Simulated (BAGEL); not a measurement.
# CH2BClO2 (SMILES OB1OC1Cl) at HF/STO-3G (density fitting with qzvpp-jkfit)

What is the energy change on altering one bond length of CH2BClO2 at HF/STO-3G (density fitting with qzvpp-jkfit)? 

Program for the calculation: BAGEL 1.2.2.

## 1. The molecule

CH2BClO2: 7 atoms, total charge 0, spin state singlet. As SMILES, `OB1OC1Cl`. The coordinates come from a PBE0-D4/def2-TZVP relaxation. This is one conformer, not always the lowest.

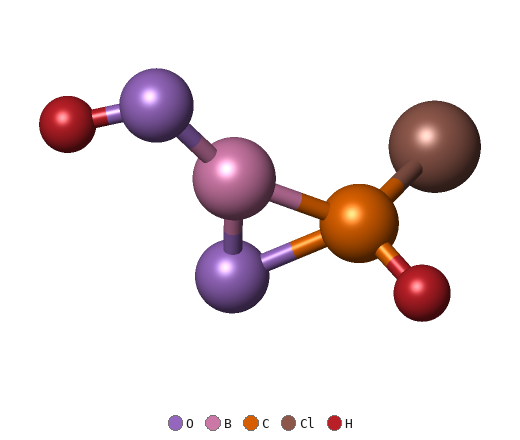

The structure, seen from a chosen angle (oxygen purple, boron pink, carbon orange, chlorine brown, hydrogen red).

## 2. A single-point energy at HF/STO-3G (density fitting with qzvpp-jkfit)

File calc.json:

```json
{ "bagel": [

{
  "title": "molecule",
  "basis": "sto-3g",
  "df_basis": "qzvpp-jkfit",
  "angstrom": true,
  "geometry": [
    { "atom": "O", "xyz": [      -1.069500,       0.083800,       1.473600 ] },
    { "atom": "B", "xyz": [      -0.291500,      -0.110200,       0.408800 ] },
    { "atom": "O", "xyz": [      -0.164100,      -0.913600,      -0.663800 ] },
    { "atom": "C", "xyz": [       0.832700,       0.177100,      -0.543800 ] },
    { "atom": "Cl", "xyz": [       0.715300,       1.412400,      -1.778600 ] },
    { "atom": "H", "xyz": [      -1.811400,      -0.526600,       1.535200 ] },
    { "atom": "H", "xyz": [       1.849700,      -0.190900,      -0.477200 ] }
  ]
},

{
  "title": "hf"
},

{
  "title": "print",
  "file": "orbitals.molden",
  "orbitals": true
}

]}
```

Launch:

```bash
BAGEL_NUM_THREADS=1 BAGEL calc.json > calc.out
```

The log of the run:

```text
* using 1 threads per process

  ===============================================================
  ===============================================================

  *** Geometry ***

  { "atom" : "O", "xyz" : [     -2.021062,      0.158359,      2.784700 ] },
  { "atom" : "B", "xyz" : [     -0.550855,     -0.208248,      0.772520 ] },
  { "atom" : "O", "xyz" : [     -0.310104,     -1.726454,     -1.254400 ] },
  { "atom" : "C", "xyz" : [      1.573575,      0.334670,     -1.027633 ] },
  { "atom" : "Cl", "xyz" : [      1.351721,      2.669049,     -3.361067 ] },
  { "atom" : "H", "xyz" : [     -3.423050,     -0.995130,      2.901108 ] },
  { "atom" : "H", "xyz" : [      3.495426,     -0.360749,     -0.901777 ] },

  Number of auxiliary basis functions:      468

  Since a DF basis is specified, we compute 2- and 3-index integrals:
    o Being stored without compression. Storage requirement is 0.004 GB

  Number of basis functions:       31
  Number of electrons      :       46

    * METHOD: MOLECULE                             0.26

  *** RHF ***

  === Nuclear Repulsion ===
   194.5269959800

      * DIIS with orbital gradients will be used.

  === RHF iteration (sto-3g) ===
      0       -665.10544205          0.02183135           0.03
      1       -665.22060843          0.01092325           0.03
      2       -665.24627861          0.00156638           0.03
      3       -665.24743455          0.00054668           0.03
      4       -665.24756220          0.00014330           0.03
      5       -665.24757906          0.00004491           0.03
      6       -665.24758067          0.00001057           0.03
      7       -665.24758074          0.00000228           0.03
      8       -665.24758074          0.00000065           0.03
      9       -665.24758075          0.00000027           0.03
     10       -665.24758075          0.00000009           0.03
     11       -665.24758075          0.00000002           0.03
     12       -665.24758075          0.00000001           0.03
     13       -665.24758075          0.00000000           0.03
    * SCF iteration converged.

    * Permanent dipole moment:
           (    0.418066,     0.733469,    -0.930026) a.u.

    * METHOD: HF                                   0.56

    * METHOD: PRINT                                0.00

  ===============================================================
```

It took 1 s on 1 thread of Arm Neoverse N1, shared host; peak memory 0.084 GiB.

## 3. The distorted shape at the same level

File job.json:

```json
{ "bagel": [

{
  "title": "molecule",
  "basis": "sto-3g",
  "df_basis": "qzvpp-jkfit",
  "angstrom": "true",
  "geometry": [
    { "atom": "O", "xyz": [   -1.883056,    0.378184,    1.420323 ] },
    { "atom": "B", "xyz": [   -1.105056,    0.184184,    0.355523 ] },
    { "atom": "O", "xyz": [   -0.977656,   -0.619216,   -0.717077 ] },
    { "atom": "C", "xyz": [    0.019144,    0.471484,   -0.597077 ] },
    { "atom": "Cl", "xyz": [   -0.098256,    1.706784,   -1.831877 ] },
    { "atom": "H", "xyz": [   -2.624956,   -0.232216,    1.481923 ] },
    { "atom": "H", "xyz": [    1.849700,   -0.190900,   -0.477200 ] }
  ]
},
{ "title": "hf" },
{ "title": "print", "file": "orbitals.molden", "orbitals": "true" }

]}
```

Launch:

```bash
BAGEL_NUM_THREADS=1 BAGEL job.json > job.out
```

The log of the run:

```text
* using 1 threads per process

  ===============================================================
  ===============================================================

  *** Geometry ***

  { "atom" : "O", "xyz" : [     -3.558460,      0.714664,      2.684021 ] },
  { "atom" : "B", "xyz" : [     -2.088253,      0.348057,      0.671841 ] },
  { "atom" : "O", "xyz" : [     -1.847502,     -1.170149,     -1.355079 ] },
  { "atom" : "C", "xyz" : [      0.036177,      0.890976,     -1.128312 ] },
  { "atom" : "Cl", "xyz" : [     -0.185677,      3.225354,     -3.461746 ] },
  { "atom" : "H", "xyz" : [     -4.960448,     -0.438825,      2.800429 ] },
  { "atom" : "H", "xyz" : [      3.495426,     -0.360749,     -0.901777 ] },

  Number of auxiliary basis functions:      468

  Since a DF basis is specified, we compute 2- and 3-index integrals:
    o Being stored without compression. Storage requirement is 0.004 GB

  Number of basis functions:       31
  Number of electrons      :       46

    * METHOD: MOLECULE                             0.25

  *** RHF ***

  === Nuclear Repulsion ===
   191.3677139920

      * DIIS with orbital gradients will be used.

  === RHF iteration (sto-3g) ===
      0       -664.85514575          0.02517452           0.03
      1       -664.98352060          0.01569302           0.03
      2       -665.03838548          0.00212484           0.03
      3       -665.04099153          0.00077829           0.03
      4       -665.04137287          0.00027269           0.03
      5       -665.04142956          0.00010410           0.03
      6       -665.04143791          0.00004029           0.03
      7       -665.04143890          0.00001113           0.03
      8       -665.04143899          0.00000356           0.03
      9       -665.04143900          0.00000120           0.03
     10       -665.04143900          0.00000051           0.03
     11       -665.04143900          0.00000019           0.03
     12       -665.04143900          0.00000007           0.03
     13       -665.04143900          0.00000003           0.03
     14       -665.04143900          0.00000001           0.03
     15       -665.04143900          0.00000001           0.03
    * SCF iteration converged.

    * Permanent dipole moment:
           (    0.517421,     0.684326,    -0.853356) a.u.

    * METHOD: HF                                   0.62

    * METHOD: PRINT                                0.00

  ===============================================================
```

Wall time 1.1 s (1 thread of Arm Neoverse N1, shared host); peak memory 0.084 GiB.

## 4. What came out

Level: HF/STO-3G (density fitting with qzvpp-jkfit).

| quantity | value |
| --- | --- |
| first shape: total energy | -665.24758 Eh |
| first shape: dipole moment | 3.19 D |
| first shape: HOMO energy | -9.15 eV |
| first shape: LUMO energy | 8.06 eV |
| first shape: HOMO–LUMO gap | 17.22 eV |
| distorted shape: total energy | -665.04144 Eh |
| distorted shape: dipole moment | 3.08 D |
| distorted shape: HOMO energy | -7.99 eV |
| distorted shape: LUMO energy | 4.57 eV |
| distorted shape: HOMO–LUMO gap | 12.56 eV |
| energy change with the C4–H7 bond stretched from 1.084 to 1.950 Å | 5.609 eV |

In words: With the C4–H7 bond stretched from 1.084 to 1.950 Å the energy rises by 5.61 eV (129 kcal/mol). The first shape isn't relaxed at this level, so the change isn't measured from a minimum. A restricted reference can't describe the breaking bond well at this length. The minimal basis adds a large error of its own.
